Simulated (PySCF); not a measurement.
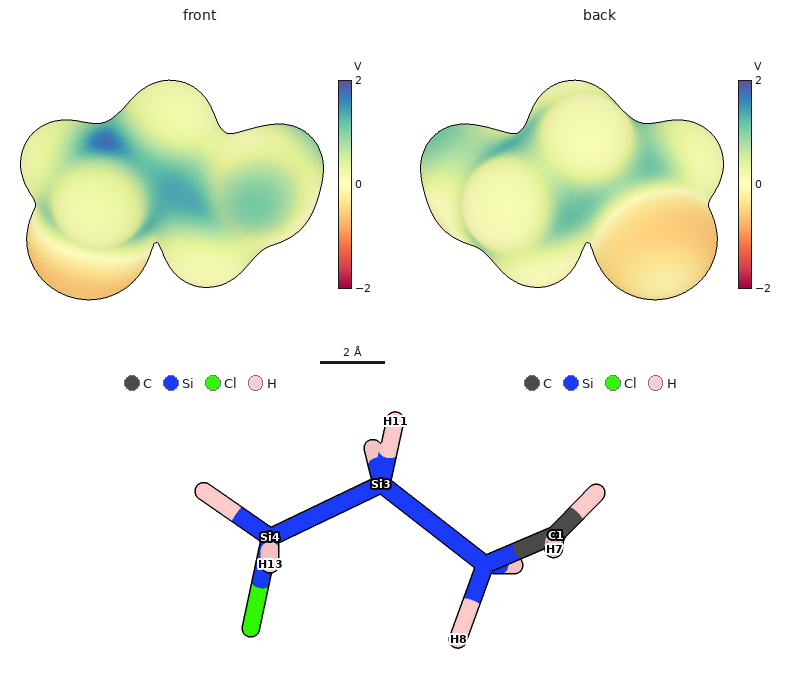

CH₈ClSi₃ (doublet). The electrostatic potential painted on the density surface at 0.002 e/bohr³, seen from the front and from behind; red is negative and blue positive. The bare structure is drawn below in the same view.

Geometry: GFN2-xTB.

The calculation used UKS B3LYP, pcH-1 on C Cl H Si, non-relativistic, mean-field spin-orbit, GIAO in PySCF 2.14.0, density-fitted response routines.

```xyz
13

C     2.6941   -0.5141    0.2450
Si    1.2615   -0.3645   -0.8649
Si   -0.4208    0.9799    0.1202
Si   -2.4475   -0.0733    0.5157
Cl   -3.0834   -0.9443   -1.2092
H     3.4763    0.2241    0.2827
H     2.7312   -1.2356    1.0428
H     0.6615   -1.6775   -1.1387
H     1.6457    0.2544   -2.1399
H    -0.6328    2.1789   -0.7094
H     0.0349    1.5435    1.4016
H    -3.5553    0.7858    0.9381
H    -2.3698   -1.1569    1.4980
```

Which sites attract a positive test charge, and which a negative one?

A positive charge is drawn to the negative regions and a negative charge to the positive ones. The most negative region (about −0.6 V, or −14 kcal/mol for a unit charge) lies over Cl5, the most positive (about +1.6 V, or +37 kcal/mol for a unit charge) over Si4.
